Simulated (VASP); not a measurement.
## Pt: structure and properties in VASP

Aim: relax Pt with SCAN, compute its properties on that cell and hold them against experiment. The steps: first try, relaxing cell and atoms (SCAN), second relaxation, single point with fields (SCAN), bands along the symmetry lines (SCAN), density of states (SCAN) and bands along the symmetry lines (SCAN + SOC). Left out of this account: 1 further run (core levels: core levels are not valid at this level). The start is a cell from a database of measured crystal structures.

Calculated with VASP 6.6.1; SCAN; plane waves and PAW (Pt), in the first sound run; inputs show where later runs differ.

The experiments to compare with:

“Crystal structure of Nd10.67Pt4O24, a new neodymium platinate” (2024, arxiv:2412.16732) reports for Pt, fcc, by powder X-ray diffraction, Rietveld (Pt in the cooled residue of the platinate partly decomposed at about 960 C): lattice constant a (a, cubic cell) 3.9227 ± 0.0002 Å [Pt in a mixed-phase decomposition product after thermogravimetry; sample displacement …].

## 1. The starting structure

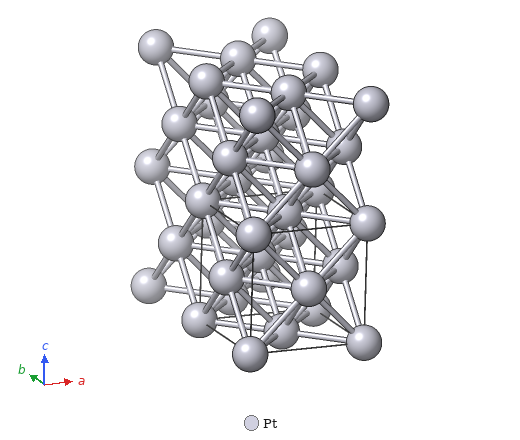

Start, viewed slightly off an axis; platinum light grey. 1×2×2 cells are drawn. This picture shows the conventional cell, with its axes. Some periodic images of atoms are drawn too.

Structure file:

```cif
data_structure
_symmetry_space_group_name_H-M 'Fm-3m'
_symmetry_Int_Tables_number 225
_cell_length_a 3.9218
_cell_length_b 3.9218
_cell_length_c 3.9218
_cell_angle_alpha 90.000
_cell_angle_beta 90.000
_cell_angle_gamma 90.000
_cell_volume 60.32
loop_
_atom_site_label
_atom_site_type_symbol
_atom_site_symmetry_multiplicity
_atom_site_Wyckoff_symbol
_atom_site_fract_x
_atom_site_fract_y
_atom_site_fract_z
_atom_site_occupancy
Pt1 Pt 4 a 0.00000 0.00000 0.00000 1
```

## 2. First try

This run is made with a changed input; what comes of it follows.

Input file INCAR:

```
SYSTEM = Pt
PREC = Accurate
ENCUT = 45
EDIFF = 1E-06
NELM = 84
ISMEAR = 1
SIGMA = 0.2
LREAL = .FALSE.
ALGO = Normal
METAGGA = SCAN
LASPH = .TRUE.
NBANDS = 11
LORBIT = 11
LWAVE = .FALSE.
LCHARG = .FALSE.
KPAR = 2
IBRION = 2
NSW = 30
ISIF = 3
EDIFFG = -0.01
```

Input file POSCAR:

```
Pt
1.0
    0.0000000000      1.9609000000      1.9609000000
    1.9609000000      0.0000000000      1.9609000000
    1.9609000000      1.9609000000      0.0000000000
Pt
1
Direct
    0.0000000000      0.0000000000      0.0000000000
```

Input file KPOINTS:

```
Automatic mesh
0
Gamma
12 12 12
0 0 0
```

The projector-augmented-wave data sets are Pt (PBE family, release 64).

Run with:

```sh
$ mpirun -np 2 vasp_std
```

The log of the run:

```text
[banner, memory and clock lines left out]
running    2 mpi-ranks, on    1 nodes
[...]
|                                                                             |
|               ----> ADVICE to this user running VASP <----                  |
|                                                                             |
|     You enforced a specific xc type in the INCAR file but a different       |
|     [... a line on the potential file left out ...]
|     I HOPE YOU KNOW WHAT YOU ARE DOING!                                     |
|                                                                             |

 LDA part: xc-table for (None), standard interpolation
 POSCAR, INCAR and KPOINTS ok, starting setup
[...]
entering main loop
       N       E                     dE             d eps       ncg     rms          rms(c)
|                                                                             |
|     EEEEEEE  RRRRRR   RRRRRR   OOOOOOO  RRRRRR      ###     ###     ###     |
|     E        R     R  R     R  O     O  R     R     ###     ###     ###     |
|     E        R     R  R     R  O     O  R     R     ###     ###     ###     |
|     EEEEE    RRRRRR   RRRRRR   O     O  RRRRRR       #       #       #      |
|     E        R   R    R   R    O     O  R   R                               |
|     E        R    R   R    R   O     O  R    R      ###     ###     ###     |
|     EEEEEEE  R     R  R     R  OOOOOOO  R     R     ###     ###     ###     |
|                                                                             |
|     EDDAV: Call to ZHEGV failed. Returncode = 13 2 16                       |
|                                                                             |
|       ---->  I REFUSE TO CONTINUE WITH THIS SICK JOB ... BYE!!! <----       |
|                                                                             |

1
1
```

Wall time 3.4 s (2 MPI ranks of Intel Xeon Platinum 8259CL at 2.50GHz (Skylake/Cascade Lake), shared host); 2.7 s of CPU time.

Lines that name or quote the potential files are left out of all logs, and their timing lines are given in words.

VASP stopped before it finished a first electronic cycle.

VASP's message: “EDDAV: Call to ZHEGV failed. Returncode = 13 2 16”. No number of this run is used.

The fault in the input: cutoff typed in rydberg (ENCUT = 45). ENCUT is in eV: 1 Ry is 13.6 eV.

## 3. Relaxing cell and atoms (SCAN)

Properties are meant for the cell that this level of theory prefers, so cell and atoms are relaxed first (ISIF = 3) until forces and stress are small; EDIFFG sets the threshold.

INCAR, as its differences from that of step 2:

```diff
@@ -2,5 +2,5 @@
 PREC = Accurate
-ENCUT = 45
+ENCUT = 400
 EDIFF = 1E-06
-NELM = 84
+NELM = 100
 ISMEAR = 1
@@ -17,3 +17,3 @@
 IBRION = 2
-NSW = 30
+NSW = 60
 ISIF = 3
```

POSCAR is that of step 2.

KPOINTS is that of step 2.

Run with:

```sh
$ mpirun -np 2 vasp_std
```

The log of the run:

```text
[banner, memory and clock lines left out]
running    2 mpi-ranks, on    1 nodes
 distrk:  each k-point on    1 cores,    2 groups
 distr:  one band on    1 cores,    1 groups

 POSCAR found type information on POSCAR Pt
 POSCAR found :  1 types and       1 ions
 [... a notice as in an earlier step ...]

 LDA part: xc-table for (None), standard interpolation
 POSCAR, INCAR and KPOINTS ok, starting setup
 FFT: planning ... GRIDC
 FFT: planning ... GRID_SOFT
 FFT: planning ... GRID
 WAVECAR not read
 entering main loop
       N       E                     dE             d eps       ncg     rms          rms(c)
DAV:   1    -0.396212037894E+02   -0.39621E+02   -0.47954E+03  1912   0.684E+02
DAV:   2    -0.733788172419E+02   -0.33758E+02   -0.32320E+02  1827   0.152E+02
DAV:   3    -0.737529837672E+02   -0.37417E+00   -0.37304E+00  1806   0.147E+01
DAV:   4    -0.737540535448E+02   -0.10698E-02   -0.10697E-02  1827   0.955E-01
DAV:   5    -0.737540593061E+02   -0.57613E-05   -0.57619E-05  1836   0.650E-02    0.120E+01
DAV:   6    -0.702145890746E+02    0.35395E+01   -0.70338E-01  1626   0.684E+00    0.679E+00
DAV:   7    -0.702481400008E+02   -0.33551E-01   -0.33822E-02  1836   0.175E+00    0.250E+00
DAV:   8    -0.702493637160E+02   -0.12237E-02   -0.15321E-02  1788   0.112E+00    0.177E-01
DAV:   9    -0.702493036344E+02    0.60082E-04   -0.38213E-03  1800   0.511E-01    0.598E-02
DAV:  10    -0.702493270356E+02   -0.23401E-04   -0.20494E-04  1825   0.134E-01    0.375E-02
DAV:  11    -0.702493445629E+02   -0.17527E-04   -0.48156E-05  1776   0.689E-02    0.203E-02
DAV:  12    -0.702493385421E+02    0.60209E-05   -0.30804E-05  1755   0.487E-02    0.557E-03
DAV:  13    -0.702493396162E+02   -0.10741E-05   -0.20927E-06  1029   0.110E-02    0.136E-03
DAV:  14    -0.702493397944E+02   -0.17827E-06   -0.10604E-07   894   0.276E-03
   1 F= -.70249340E+02 E0= -.70247984E+02  d E =-.702493E+02
 curvature:   0.00 expect dE= 0.000E+00 dE for cont linesearch  0.000E+00
 trial: gam= 0.00000 g(F)=  0.818E-64 g(S)=  0.380E-01 ort = 0.000E+00 (trialstep = 0.100E+01)
 search vector abs. value=  0.380E-01
 bond charge predicted
       N       E                     dE             d eps       ncg     rms          rms(c)
DAV:   1    -0.703169658480E+02   -0.67626E-01   -0.66121E+00  1623   0.247E+01    0.495E+00
DAV:   2    -0.702103339324E+02    0.10663E+00   -0.47994E-01  1650   0.461E+00    0.183E+00
DAV:   3    -0.702080327582E+02    0.23012E-02   -0.46443E-02  1707   0.178E+00    0.611E-01
DAV:   4    -0.702087086892E+02   -0.67593E-03   -0.53246E-03  1755   0.567E-01    0.135E-01
DAV:   5    -0.702089203742E+02   -0.21169E-03   -0.11535E-03  1810   0.314E-01    0.347E-02
DAV:   6    -0.702089680760E+02   -0.47702E-04   -0.28326E-04  1765   0.137E-01    0.366E-02
DAV:   7    -0.702089650216E+02    0.30545E-05   -0.13126E-04  1734   0.103E-01    0.555E-03
DAV:   8    -0.702089643361E+02    0.68542E-06   -0.16680E-05  1812   0.337E-02    0.780E-03
DAV:   9    -0.702089636897E+02    0.64646E-06   -0.31649E-06  1139   0.147E-02
   2 F= -.70208964E+02 E0= -.70207545E+02  d E =0.403761E-01
[...]
3 F= -.70254313E+02 E0= -.70252951E+02  d E =-.497371E-02
 curvature:  -0.12 expect dE=-0.193E-05 dE for cont linesearch -0.193E-05
 ZBRENT: interpolating
 opt :   0.2589  next Energy=   -70.254315 (dE=-0.498E-02)
 bond charge predicted
       N       E                     dE             d eps       ncg     rms          rms(c)
DAV:   1    -0.702543217709E+02   -0.73495E-05   -0.20016E-04  1653   0.134E-01    0.252E-02
DAV:   2    -0.702543120092E+02    0.97618E-05   -0.22379E-05  1623   0.307E-02    0.899E-03
DAV:   3    -0.702543139931E+02   -0.19840E-05   -0.79306E-07   953   0.808E-03    0.405E-03
DAV:   4    -0.702543160153E+02   -0.20222E-05   -0.58833E-07   828   0.562E-03    0.128E-03
DAV:   5    -0.702543159679E+02    0.47400E-07   -0.22961E-07   828   0.405E-03
   4 F= -.70254316E+02 E0= -.70252953E+02  d E =-.497617E-02
 curvature:  -0.11 expect dE=-0.227E-06 dE for cont linesearch -0.227E-06
 trial: gam=-0.00721 g(F)=  0.179E-58 g(S)=  0.200E-05 ort = 0.276E-03 (trialstep = 0.852E+00)
 search vector abs. value=  0.206E-09
 reached required accuracy - stopping structural energy minimisation
```

The job ended after 65 s (2 MPI ranks; peak memory 0.24 GiB).

Parts of OUTCAR (step 3):

```text
ion  position               nearest neighbor table
   1  0.000  0.000  0.000-

  LATTYP: Found a face centered cubic cell.
 ALAT       =     3.9218000000

 Subroutine GETGRP returns: Found 48 space group operations
 (whereof 48 operations were pure point group operations)

The static configuration has the point symmetry O_h .

 Found     72 irreducible k-points:

   k-points           NKPTS =     72   k-points in BZ     NKDIM =     72   number of bands    NBANDS=     11

   dimension x,y,z NGX =    18 NGY =   18 NGZ =   18
   dimension x,y,z NGXF=    36 NGYF=   36 NGZF=   36

   ENCUT  =  400.0 eV  29.40 Ry    5.42 a.u.   4.52  4.52  4.52*2*pi/ulx,y,z

   NELECT =      10.0000    total number of electrons

 k-points in reciprocal lattice and weights: Automatic mesh
   0.00000000  0.00000000  0.00000000       0.001
   0.08333333  0.00000000  0.00000000       0.005
   0.16666667  0.00000000  0.00000000       0.005
   0.25000000  0.00000000  0.00000000       0.005
   0.33333333  0.00000000  0.00000000       0.005
   0.41666667  0.00000000  0.00000000       0.005
   0.50000000  0.00000000  0.00000000       0.002
   0.08333333  0.08333333  0.00000000       0.003
   0.16666667  0.08333333  0.00000000       0.014
[...]
-0.33333333  0.50000000  0.16666667       0.007
  -0.25000000  0.50000000  0.25000000       0.003

 average (electrostatic) potential at core
       1 -67.3904

 E-fermi :  11.3452

 k-point     1 :       0.0000    0.0000    0.0000
  band No.  band energies     occupation
    ...
      2       7.2112      2.00000
      3       7.2123      2.00000
      4       7.2123      2.00000
      5       9.4619      2.00000
      6       9.4624      2.00000
      7      26.5091      0.00000
      8      31.7190      0.00000
      9      31.7190      0.00000
     10      31.7190      0.00000
     11      37.8736      0.00000

 k-point     2 :       0.0833    0.0000    0.0000
  band No.  band energies     occupation
    ...
      2       7.0790      2.00000
      3       7.3284      2.00000
      4       7.3291      2.00000
      5       9.4004      2.00000
      6       9.4009      2.00000
      7      26.9820      0.00000
      8      30.4157      0.00000
      9      32.1791      0.00000
     10      32.1792      0.00000
     11      39.1729      0.00000

 k-point     3 :       0.1667    0.0000    0.0000
  band No.  band energies     occupation
    ...
      2       6.8113      2.00000
      3       7.5619      2.00000
      4       7.5626      2.00000
      5       9.3586      2.00000
      6       9.3591      2.00000
      7      28.0129      0.00000
      8      28.0858      0.00000
      9      33.4571      0.00000
     10      33.4572      0.00000
     11      37.3985      0.00000

  Total       -0.0037219     -0.0037219     -0.0037219      0.0000000      0.0000000      0.0000000
  in kB       -0.4031303     -0.4031303     -0.4031303      0.0000000      0.0000000      0.0000000
  external PRESSURE =      -0.4031303 kB  Pullay stress =       0.0000000 kB

  energy-cutoff  :      400.00
  volume of cell :       14.79
      direct lattice vectors                 reciprocal lattice vectors
    -0.000000000  1.948356254  1.948356254    -0.256626579  0.256626579  0.256626579
     1.948356254 -0.000000000  1.948356254     0.256626579 -0.256626579  0.256626579
     1.948356254  1.948356254  0.000000000     0.256626579  0.256626579 -0.256626579

 POSITION                                       TOTAL-FORCE (eV/Angst)
 -----------------------------------------------------------------------------------
     -0.00000      1.94836      1.94836         0.000000      0.000000     -0.000000
 -----------------------------------------------------------------------------------
    total drift:                                0.000000      0.000000      0.000000

  FREE ENERGIE OF THE ION-ELECTRON SYSTEM (eV)
  ---------------------------------------------------
  free  energy   TOTEN  =       -70.2543159679 eV

  energy  without entropy=      -70.2502280330  energy(sigma->0) =      -70.25295332

 reached required accuracy - stopping structural energy minimisation

 total charge
# of ion       s       p       d       tot
------------------------------------------
    1        0.572   0.583   8.051   9.205

[... 3 further parts left out ...]
```

The PAW data sets were made with PBE, which is usual practice but a small mismatch for other functionals. The run keeps the 48 symmetry operations of its start, so it cannot find a distortion of lower symmetry.

Relaxation path:

```
step  energy less that of the first step (eV)  largest force (eV/Å)  pressure (GPa)  volume (Å³)
   1                                   0.0000                0.0000           -5.44        15.08
   2                                   0.0404                0.0000           19.22        13.99
   3                                  -0.0050                0.0000           -0.12        14.80
   4                                  -0.0050                0.0000           -0.04        14.79
```

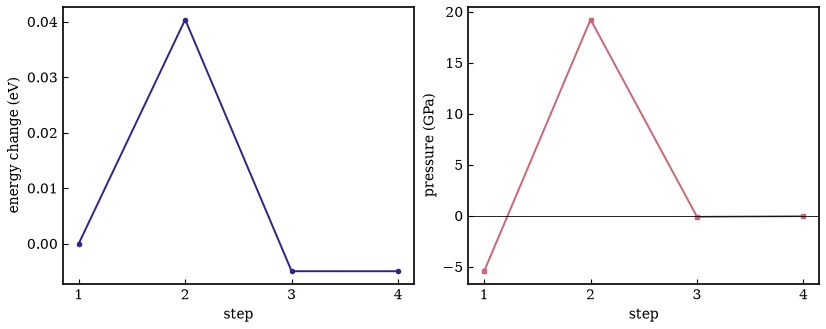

Energy and pressure along the relaxation.

| conventional cell, symmetrised | before | after | change |
| --- | --- | --- | --- |
| a (Å) | 3.922 | 3.897 | -0.6 % |
| b (Å) | 3.922 | 3.897 | -0.6 % |
| c (Å) | 3.922 | 3.897 | -0.6 % |
| volume (Å³/atom) | 15.08 | 14.79 | -1.9 % |

Final coordinates:

```xyz
1
Lattice="0.0000 1.9484 1.9484 1.9484 0.0000 1.9484 1.9484 1.9484 0.0000" Properties=species:S:1:pos:R:3 pbc="T T T"
Pt    0.0000    0.0000    0.0000
```

Numbers from this step:

```yaml
electrons: 10
bands: 11
irreducible_k_points: 72
symmetry_operations: 48
free_energy_toten: -70.2543 eV
energy_at_zero_smearing: -70.2530 eV
fermi_energy: 11.35 eV
pressure: -0.04031 GPa
metallic: yes
scf_cycles_over_all_ionic_steps: 37
```

It ends with forces that vanish by symmetry and a pressure of -0.04 GPa. The volume lies -1.9 % from that of the database's start, which holds the thermal and zero-point expansion of its experiment.

## 4. Second relaxation

A relaxation keeps the plane waves of the cell it began with, so it is repeated from the new cell, on a basis made for it.

INCAR is that of step 3.

Input file POSCAR:

```
Pt
1.0
    0.0000000000      1.9483562535      1.9483562535
    1.9483562535      0.0000000000      1.9483562535
    1.9483562535      1.9483562535      0.0000000000
Pt
1
Direct
    0.0000000000      0.0000000000      0.0000000000
```

KPOINTS is that of step 3.

Run with:

```sh
$ mpirun -np 2 vasp_std
```

The log of the run:

```text
[... set-up lines as in an earlier step ...]
 entering main loop
       N       E                     dE             d eps       ncg     rms          rms(c)
DAV:   1    -0.391306898258E+02   -0.39131E+02   -0.47492E+03  1859   0.686E+02
DAV:   2    -0.733449685422E+02   -0.34214E+02   -0.32550E+02  1797   0.154E+02
DAV:   3    -0.737131379277E+02   -0.36817E+00   -0.36767E+00  1842   0.150E+01
DAV:   4    -0.737141308057E+02   -0.99288E-03   -0.99284E-03  1833   0.930E-01
DAV:   5    -0.737141360492E+02   -0.52435E-05   -0.52435E-05  1830   0.633E-02    0.127E+01
DAV:   6    -0.702196307209E+02    0.34945E+01   -0.64429E-01  1635   0.660E+00    0.720E+00
DAV:   7    -0.702525008748E+02   -0.32870E-01   -0.37479E-02  1833   0.180E+00    0.248E+00
DAV:   8    -0.702538873655E+02   -0.13865E-02   -0.12037E-02  1815   0.102E+00    0.166E-01
DAV:   9    -0.702539076924E+02   -0.20327E-04   -0.29991E-03  1797   0.457E-01    0.503E-02
DAV:  10    -0.702539387070E+02   -0.31015E-04   -0.19934E-04  1806   0.135E-01    0.338E-02
DAV:  11    -0.702539519391E+02   -0.13232E-04   -0.31094E-05  1829   0.564E-02    0.166E-02
DAV:  12    -0.702539475608E+02    0.43783E-05   -0.22625E-05  1749   0.423E-02    0.600E-03
DAV:  13    -0.702539485262E+02   -0.96536E-06   -0.28553E-06   978   0.131E-02
   1 F= -.70253949E+02 E0= -.70252585E+02  d E =-.702539E+02
 curvature:   0.00 expect dE= 0.000E+00 dE for cont linesearch  0.000E+00
 trial: gam= 0.00000 g(F)=  0.000E+00 g(S)=  0.333E-05 ort = 0.000E+00 (trialstep = 0.100E+01)
 search vector abs. value=  0.333E-05
 reached required accuracy - stopping structural energy minimisation
```

It took 21 s on 2 MPI ranks; peak memory 0.23 GiB; 41 s of CPU time.

From OUTCAR (step 4):

```text
  LATTYP: Found a face centered cubic cell.
 ALAT       =     3.8967125070

The static configuration has the point symmetry O_h .

 Found     72 irreducible k-points:

   ENCUT  =  400.0 eV  29.40 Ry    5.42 a.u.   4.49  4.49  4.49*2*pi/ulx,y,z

   NELECT =      10.0000    total number of electrons

 E-fermi :  11.3449

 k-point     1 :       0.0000    0.0000    0.0000
  band No.  band energies     occupation
    ...
      2       7.2106      2.00000
      3       7.2117      2.00000
      4       7.2118      2.00000
      5       9.4621      2.00000
      6       9.4626      2.00000
      7      26.5092      0.00000
      8      31.7190      0.00000
      9      31.7191      0.00000
     10      31.7191      0.00000
     11      37.8736      0.00000

 k-point     2 :       0.0833    0.0000    0.0000
  band No.  band energies     occupation
    ...
      2       7.0784      2.00000
      3       7.3279      2.00000
      4       7.3286      2.00000
      5       9.4008      2.00000
      6       9.4014      2.00000
      7      26.9820      0.00000
      8      30.4158      0.00000
      9      32.1793      0.00000
     10      32.1793      0.00000
     11      39.1730      0.00000

  Total       -0.0047968     -0.0047968     -0.0047968      0.0000000      0.0000000      0.0000000
  in kB       -0.5195489     -0.5195489     -0.5195489      0.0000000      0.0000000      0.0000000
  external PRESSURE =      -0.5195489 kB  Pullay stress =       0.0000000 kB

  energy-cutoff  :      400.00
  volume of cell :       14.79
      direct lattice vectors                 reciprocal lattice vectors
     0.000000000  1.948356254  1.948356254    -0.256626579  0.256626579  0.256626579
     1.948356254  0.000000000  1.948356254     0.256626579 -0.256626579  0.256626579
     1.948356254  1.948356254  0.000000000     0.256626579  0.256626579 -0.256626579

 POSITION                                       TOTAL-FORCE (eV/Angst)
 -----------------------------------------------------------------------------------
      0.00000      0.00000      0.00000         0.000000      0.000000      0.000000
 -----------------------------------------------------------------------------------
    total drift:                                0.000000     -0.000000     -0.000000

  FREE ENERGIE OF THE ION-ELECTRON SYSTEM (eV)
  ---------------------------------------------------
  free  energy   TOTEN  =       -70.2539485262 eV

  energy  without entropy=      -70.2498572947  energy(sigma->0) =      -70.25258478

[... 7 parts as in an earlier step ...]

[... 5 further parts left out ...]
```

CONTCAR:

```
Pt
   1.00000000000000
     0.0000000000000000    1.9483562535000001    1.9483562535000001
     1.9483562535000001    0.0000000000000000    1.9483562535000001
     1.9483562535000001    1.9483562535000001    0.0000000000000000
  Pt
     1
Direct
     0.0000000000000000    0.0000000000000000    0.0000000000000000
```

Little changed from the start: no atom moved by 0.005 Å and no cell edge by 0.1 %.

Numbers from this step:

| Quantity | Value |
| --- | --- |
| free energy (TOTEN) | -70.2539 eV |
| energy at zero smearing | -70.2526 eV |
| Fermi energy | 11.34 eV |
| pressure | -0.05195 GPa |
| SCF cycles over all ionic steps | 13 |

It ends with forces that vanish by symmetry and a pressure of -0.05 GPa. The volume moved by under 0.01 %: the run met its threshold at the first step.

(Part 1 of 3 ends here.)

[Lines on the potential files, build, host, timing and source positions are cut from VASP's logs without a mark.]

[Logs are printed without paths, hosts, clocks, repeated set-up lines and the standing remarks that a program may print on its own settings, such as how far it seeks lower states.]

[Hosts, paths, dates, database ids (printed as entryN), source tags and the programs' standing remarks are cut or masked in the printed files.]

[Measured values are set beside computed ones only where the two were judged alike; some that the calculation misses by far are left out.]
